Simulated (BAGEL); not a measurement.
**SiClOF2 (SMILES [O][Si](F)(F)Cl) at UHF/3-21G (density fitting with qzvpp-jkfit)**

What is the vertical doublet–quartet gap of SiClOF2 at UHF/3-21G (density fitting with qzvpp-jkfit)? 

The calculation is run with BAGEL 1.2.2.

1 further run of the same task is left out (set aside as unsound or not needed).

### Step 1. Starting point

SiClOF2 has 5 atoms, charge 0, and is taken as a doublet. SMILES: `[O][Si](F)(F)Cl`. The shape is that of a PBE0-D4/def2-TZVP optimisation.

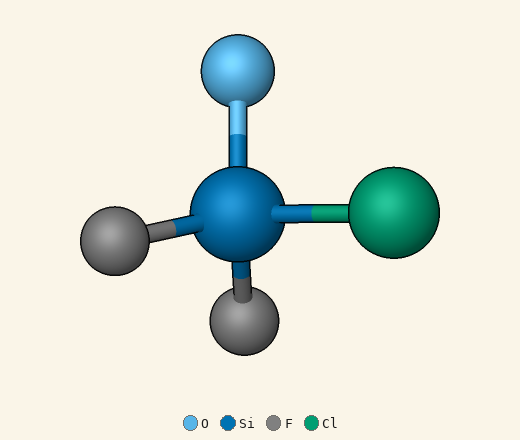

The structure, seen from a chosen angle (oxygen blue, silicon blue, fluorine grey, chlorine teal).

### Step 2. The energy at UHF/3-21G (density fitting with qzvpp-jkfit)

job.json reads:

```json
{ "bagel": [

{
  "title": "molecule",
  "basis": "3-21g",
  "df_basis": "qzvpp-jkfit",
  "angstrom": true,
  "geometry": [
    { "atom": "O", "xyz": [   -0.173100,    0.048700,    1.622400 ] },
    { "atom": "Si", "xyz": [    0.071000,   -0.092200,    0.005600 ] },
    { "atom": "F", "xyz": [   -0.374600,   -1.493300,   -0.542700 ] },
    { "atom": "F", "xyz": [    1.581700,    0.074400,   -0.383900 ] },
    { "atom": "Cl", "xyz": [   -1.055100,    1.388700,   -0.742800 ] }
  ]
},
{
  "title": "uhf",
  "nopen": 1
},
{
  "title": "print",
  "file": "orbitals.molden",
  "orbitals": true
}

]}
```

Launch:

```
$ BAGEL_NUM_THREADS=1 BAGEL job.json > job.out
```

The program printed:

```text
* using 1 threads per process

  ===============================================================
  ===============================================================

  *** Geometry ***

  { "atom" : "O", "xyz" : [     -0.327112,      0.092030,      3.065892 ] },
  { "atom" : "Si", "xyz" : [      0.134171,     -0.174233,      0.010582 ] },
  { "atom" : "F", "xyz" : [     -0.707891,     -2.821928,     -1.025554 ] },
  { "atom" : "F", "xyz" : [      2.988980,      0.140596,     -0.725466 ] },
  { "atom" : "Cl", "xyz" : [     -1.993850,      2.624263,     -1.403689 ] },

  Number of auxiliary basis functions:      487

  Since a DF basis is specified, we compute 2- and 3-index integrals:
    o Being stored without compression. Storage requirement is 0.011 GB

  Number of basis functions:       53
  Number of electrons      :       57

    * METHOD: MOLECULE                             0.15

  *** Open-shell HF ***

  === Nuclear Repulsion ===
   309.2970366446

      * DIIS with orbital gradients will be used.

  === UHF iteration (3-21g) ===
      0      -1016.78642412          0.05925338           0.09
      1      -1016.98808138          0.03939232           0.09
      2      -1017.07308758          0.02061545           0.09
      3      -1017.10240626          0.00260641           0.09
      4      -1017.10596539          0.00100401           0.09
      5      -1017.10647889          0.00078309           0.09
      6      -1017.10688893          0.00060697           0.09
      7      -1017.10731844          0.00035168           0.09
      8      -1017.10748678          0.00011981           0.09
      9      -1017.10750653          0.00002742           0.09
     10      -1017.10750852          0.00001046           0.09
     11      -1017.10750898          0.00000334           0.09
     12      -1017.10750906          0.00000158           0.09
     13      -1017.10750909          0.00000075           0.09
     14      -1017.10750910          0.00000041           0.09
     15      -1017.10750910          0.00000031           0.09
     16      -1017.10750910          0.00000023           0.09
     17      -1017.10750910          0.00000015           0.09
     18      -1017.10750910          0.00000006           0.09
     19      -1017.10750910          0.00000002           0.09
     20      -1017.10750910          0.00000001           0.09
    * SCF iteration converged.

    * S^2 (UHF) is 0.7531

    * Permanent dipole moment:
           (   -0.120626,     0.153390,    -0.032901) a.u.

    * METHOD: UHF                                  1.93

    * METHOD: PRINT                                0.01

  ===============================================================
```

Wall time 2.2 s (1 thread of Arm Neoverse V2, shared host).

### Step 3. The quartet at the same level

input.json reads:

```json
{ "bagel" : [

{
  "title" : "molecule",
  "basis" : "3-21g",
  "df_basis" : "qzvpp-jkfit",
  "angstrom" : true,
  "geometry" : [
    { "atom" : "O", "xyz" : [      -0.173100,       0.048700,       1.622400 ] },
    { "atom" : "Si", "xyz" : [       0.071000,      -0.092200,       0.005600 ] },
    { "atom" : "F", "xyz" : [      -0.374600,      -1.493300,      -0.542700 ] },
    { "atom" : "F", "xyz" : [       1.581700,       0.074400,      -0.383900 ] },
    { "atom" : "Cl", "xyz" : [      -1.055100,       1.388700,      -0.742800 ] }
  ]
},

{
  "title" : "uhf",
  "nopen" : 3
},

{
  "title" : "print",
  "file" : "orbitals.molden",
  "orbitals" : true
}

]}
```

Launch:

```
$ BAGEL_NUM_THREADS=1 BAGEL input.json > input.out
```

The program printed:

```text
* using 1 threads per process

  ===============================================================
  ===============================================================

  *** Geometry ***

  { "atom" : "O", "xyz" : [     -0.327112,      0.092030,      3.065892 ] },
  { "atom" : "Si", "xyz" : [      0.134171,     -0.174233,      0.010582 ] },
  { "atom" : "F", "xyz" : [     -0.707891,     -2.821928,     -1.025554 ] },
  { "atom" : "F", "xyz" : [      2.988980,      0.140596,     -0.725466 ] },
  { "atom" : "Cl", "xyz" : [     -1.993850,      2.624263,     -1.403689 ] },

  Number of auxiliary basis functions:      487

  Since a DF basis is specified, we compute 2- and 3-index integrals:
    o Being stored without compression. Storage requirement is 0.011 GB

  Number of basis functions:       53
  Number of electrons      :       57

    * METHOD: MOLECULE                             0.15

  *** Open-shell HF ***

  === Nuclear Repulsion ===
   309.2970366446

      * DIIS with orbital gradients will be used.

  === UHF iteration (3-21g) ===
      0      -1016.42484051          0.05561346           0.09
      1      -1016.59358729          0.04322066           0.09
      2      -1016.62993929          0.03491021           0.09
      3      -1016.75431739          0.00725006           0.09
      4      -1016.76634155          0.00330385           0.09
      5      -1016.77790533          0.00198166           0.09
      6      -1016.78087315          0.00124453           0.09
      7      -1016.78383096          0.00089024           0.08
      8      -1016.78595365          0.00059188           0.09
      9      -1016.78651635          0.00048176           0.09
     10      -1016.78683293          0.00035621           0.08
     11      -1016.78705031          0.00024984           0.08
     12      -1016.78712440          0.00016176           0.09
     13      -1016.78715547          0.00008920           0.09
     14      -1016.78716690          0.00004534           0.09
     15      -1016.78716973          0.00002171           0.09
     16      -1016.78717033          0.00000818           0.09
     17      -1016.78717040          0.00000451           0.09
     18      -1016.78717042          0.00000289           0.09
     19      -1016.78717043          0.00000176           0.09
     20      -1016.78717043          0.00000106           0.09
     21      -1016.78717043          0.00000078           0.09
     22      -1016.78717044          0.00000052           0.09
     23      -1016.78717044          0.00000030           0.09
     24      -1016.78717044          0.00000019           0.08
     25      -1016.78717044          0.00000012           0.09
     26      -1016.78717044          0.00000007           0.09
     27      -1016.78717044          0.00000004           0.09
     28      -1016.78717044          0.00000002           0.09
     29      -1016.78717044          0.00000001           0.09
     30      -1016.78717044          0.00000001           0.09
     31      -1016.78717044          0.00000001           0.09
    * SCF iteration converged.

    * S^2 (UHF) is 3.7602

    * Permanent dipole moment:
           (    0.019270,     0.124001,    -1.467940) a.u.

    * METHOD: UHF                                  2.90

    * METHOD: PRINT                                0.01

  ===============================================================
```

Run time: 3.3 s. Hardware: 1 thread of Arm Neoverse V2, shared host.

### Step 4. What came out

Level: UHF/3-21G (density fitting with qzvpp-jkfit).

| quantity | value |
| --- | --- |
| doublet: total energy | -1017.10751 Eh |
| doublet: dipole moment | 0.50 D |
| doublet: ⟨S²⟩ | 0.753 |
| quartet: total energy | -1016.78717 Eh |
| quartet: dipole moment | 3.74 D |
| quartet: ⟨S²⟩ | 3.760 |
| vertical energy of the quartet above the doublet | 8.717 eV |

**Reading.** At this shape the quartet lies 8.72 eV (201 kcal/mol) above the doublet.
